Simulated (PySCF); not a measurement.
# AlBrF2 (SMILES [F][Al]([F])[Br]): levels of theory compared

We compute a comparison of 6 runs (HF/3-21G, HF/def2-SVP, HF/6-311G**, HF/def2-TZVP, B3LYP/6-31G*, B3LYP/def2-SVP) of AlBrF2. The job is set up through a Python script.

Program for the calculation: PySCF 2.14.0.

1 further run of the same task is left out (for a known fault of the program).

## (1) The molecule

AlBrF2 has 4 atoms, charge 0, and is taken as a singlet. As SMILES, `[F][Al]([F])[Br]`. The shape is that of a PBE0-D4/def2-TZVP optimisation.

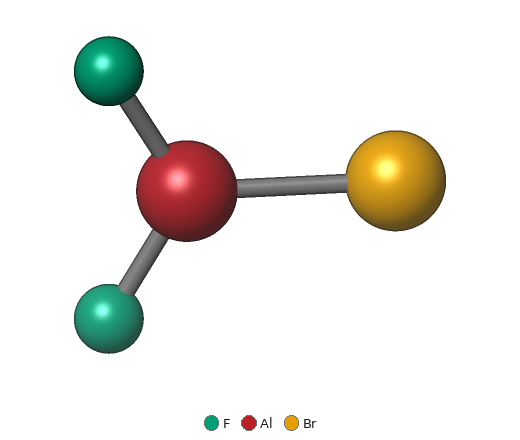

Viewed from a chosen angle; fluorine teal, aluminium red, bromine amber.

## (2) Energy and gradient at HF/3-21G (run 1)

File input.py:

```python
from pyscf import gto, scf

mol = gto.M(
    atom='''
F      2.089470     1.144229     2.173941
Al     0.203901    -0.172721     0.120753
F      0.431424    -3.206487    -0.378701
Br    -2.619727     2.120840    -1.954166
''',
    charge=0,
    max_memory=1860,
    spin=0,
    unit='bohr',
    basis='3-21g',
    verbose=4,
)

myscf = scf.RHF(mol)
myscf.conv_tol = 1e-10
myscf.kernel()
if not myscf.converged:
    myscf = myscf.newton().run(myscf.mo_coeff, myscf.mo_occ)

e_tot = myscf.e_tot
print('E = %.10f Eh' % e_tot)
grad = myscf.nuc_grad_method().kernel()
myscf.analyze()
```

The run is started by

```console
OMP_NUM_THREADS=1 python input.py
```

The program printed:

```text
PySCF version 2.14.0

[... 72 lines left out ...]
Two-electron Energy =                 1482.701638622559813
[... 12 lines left out ...]
MO #9   energy= -9.79420161816141  occ= 2
[... 10 lines left out ...]
MO #20  energy= -3.09176737480248  occ= 2
[... 10 lines left out ...]
MO #31  energy= -0.505137418840551 occ= 2
[... 10 lines left out ...]
MO #42  energy= 0.83244292132421   occ= 0
[... 10 lines left out ...]
MO #53  energy= 3.71279128828505   occ= 0
[... 60 lines left out ...]
Dipole moment(X, Y, Z, Debye): -0.03032,  0.02526, -0.02374
```

Wall time 5.4 s (1 thread of Intel Xeon at 2.50GHz (Skylake/Cascade Lake), shared host); peak memory 0.13 GiB.

## (3) Energy and forces at HF/def2-SVP (run 2)

File calc.py:

```python
from pyscf import gto

mol = gto.Mole()
mol.atom = 'F 1.105700 0.605500 1.150400; Al 0.107900 -0.091400 0.063900; F 0.228300 -1.696800 -0.200400; Br -1.386300 1.122300 -1.034100'
mol.basis = 'def2-svp'
mol.verbose = 4
mol.max_memory = 1860
mol.build()

mf = mol.RHF()
mf.conv_tol = 1e-10
mf.kernel()
if not mf.converged:
    mf = mf.newton().run(mf.mo_coeff, mf.mo_occ)

etot = mf.e_tot
print('Final energy', etot)
grad = mf.nuc_grad_method().kernel()
mf.analyze()
```

The run is started by

```console
OMP_NUM_THREADS=1 python calc.py
```

The program printed:

```text
PySCF version 2.14.0

[... 81 lines left out ...]
MO #3   energy= -58.5532012878077  occ= 2
[... 14 lines left out ...]
MO #18  energy= -3.20288254095593  occ= 2
[... 14 lines left out ...]
MO #33  energy= -0.448325181024886 occ= 2
[... 14 lines left out ...]
MO #48  energy= 0.784493850306649  occ= 0
[... 14 lines left out ...]
MO #63  energy= 2.12645402381665   occ= 0
[... 14 lines left out ...]
MO #78  energy= 4.14121756240967   occ= 0
[... 85 lines left out ...]
Dipole moment(X, Y, Z, Debye): -0.39034,  0.31765, -0.28824
```

Run time: 11 s. Hardware: 1 thread of Intel Xeon at 2.50GHz (Skylake/Cascade Lake), shared host; peak memory 0.15 GiB.

Runs 3 to 5 aren't shown in full; the table further down has their settings and results.

## (4) Energy and forces at B3LYP/def2-SVP (run 6)

File calc.py:

```python
# [F][Al]([F])[Br]
import pyscf.grad
from pyscf import gto, dft

mol = gto.Mole()
mol.atom = [
    ('F', (1.105700, 0.605500, 1.150400)),
    ('Al', (0.107900, -0.091400, 0.063900)),
    ('F', (0.228300, -1.696800, -0.200400)),
    ('Br', (-1.386300, 1.122300, -1.034100)),
]
mol.basis = 'def2-svp'
mol.max_memory = 1860
mol.verbose = 3
mol.charge = 0
mol.build()

mf = dft.RKS(mol, xc='b3lyp')
mf.conv_tol = 1e-10
mf.grids.level = 5
mf.kernel()
if not mf.converged:
    mf = mf.newton().run(mf.mo_coeff, mf.mo_occ)

e_tot = mf.e_tot
print(f'total energy: {e_tot:.8f} hartree')
grad = mf.Gradients().kernel()
dip = mf.dip_moment()
pop, q = mf.mulliken_pop()
```

The run is started by

```console
OMP_NUM_THREADS=1 python calc.py
```

The program printed:

```text
converged SCF energy = -3015.98200189951
total energy: -3015.98200190 hartree
[... 7 lines left out ...]
Dipole moment(X, Y, Z, Debye): -0.39739,  0.32328, -0.29316
[... 83 lines left out ...]
charge of    3Br =     -0.24689
```

It took 34 s on 1 thread of Intel Xeon at 2.50GHz (Skylake/Cascade Lake), shared host; peak memory 0.76 GiB.

## (5) Overview of the runs

```csv
run,level,integration grid,energy (Eh),dipole moment (D),HOMO energy (eV),LUMO energy (eV),wall time
1,HF/3-21G,–,-2998.657823,0.05,-12.06,1.92,5.4 s
2,HF/def2-SVP,–,-3012.882973,0.58,-12.20,1.70,11 s
3,HF/6-311G**,–,-3013.446500,0.49,-12.26,1.67,23 s
4,HF/def2-TZVP,–,-3013.545860,0.61,-12.25,1.53,87 s
5,B3LYP/6-31G* (spherical functions),5,-3016.197625,0.32,-8.81,-1.64,53 s
6,B3LYP/def2-SVP,5,-3015.982002,0.59,-8.77,-1.56,34 s
```

## (6) Outcome

```
                       quantity           value
            run 6: total energy  -3015.98200 Eh
           run 6: dipole moment          0.59 D
             run 6: HOMO energy        -8.77 eV
             run 6: LUMO energy        -1.56 eV
           run 6: HOMO–LUMO gap         7.21 eV
run 6: largest force on an atom      0.663 eV/Å
```

In words: The dipole moment (its size) runs from 0.05 D (HF/3-21G) to 0.61 D (HF/def2-TZVP). The HOMO–LUMO gap runs from 7.17 eV (B3LYP/6-31G*) to 13.98 eV (HF/3-21G). The two ends differ in method and basis. All runs together took 3.6 min, the longest 87 s.
